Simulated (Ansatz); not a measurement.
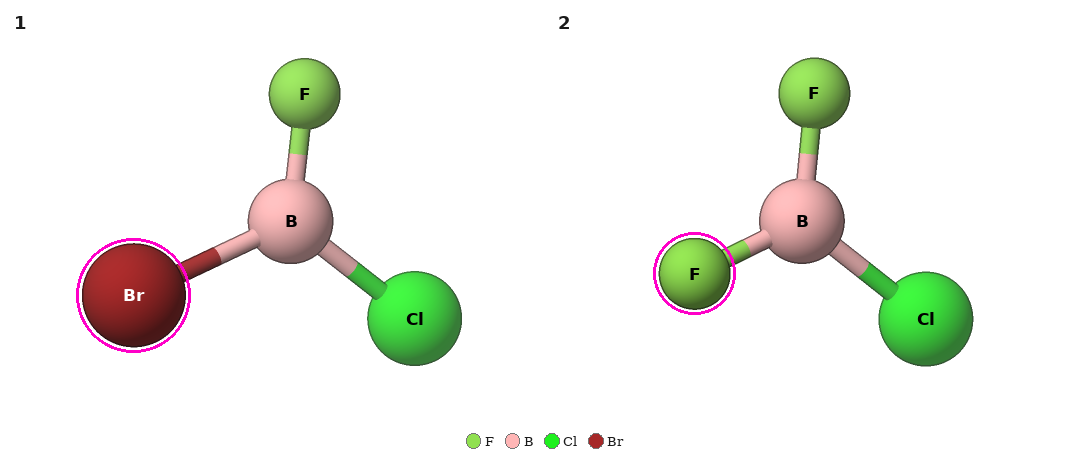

2 molecules with one skeleton, seen from the same side and at one scale; the atom that differs is circled. Each species is neutral and a spin singlet. Computed geometries: PBE0-D4/def2-TZVP optimisations, one conformation each. Properties computed with Ansatz 0.2.0.

One atom differs, called X below: Br in panel 1, F in panel 2. Their formulas are BBrClF (`FB(Cl)Br`), BClF2 (`FB(F)Cl`).

Question: In which is the length of X–B larger (PBE0-D4/def2-TZVP)?

Answer: In panel 1 (X = Br).

Question: In which is the HOMO energy (Kohn–Sham orbital) higher (PBE0-D4/def2-SVP)?

Answer: In panel 1 (X = Br).

Give the values. With PBE0-D4/def2-TZVP: length of X–B (Å), angle Cl–B–X (°), dipole moment (D), harmonic zero-point energy (kJ/mol). With PBE0-D4/def2-SVP: HOMO energy (Kohn–Sham orbital) (eV), HOMO–LUMO gap (eV).

```csv
quantity,1 (Br),2 (F),2 − 1
length of X–B (Å),1.903,1.310,−0.593
angle Cl–B–X (°),121.6,120.5,−1.1
HOMO energy (Kohn–Sham orbital) (eV),−8.73,−9.73,−1.00
HOMO–LUMO gap (eV),7.79,9.81,+2.02
dipole moment (D),0.31,0.28,−0.03
harmonic zero-point energy (kJ/mol),22.9,28.6,+5.7
```
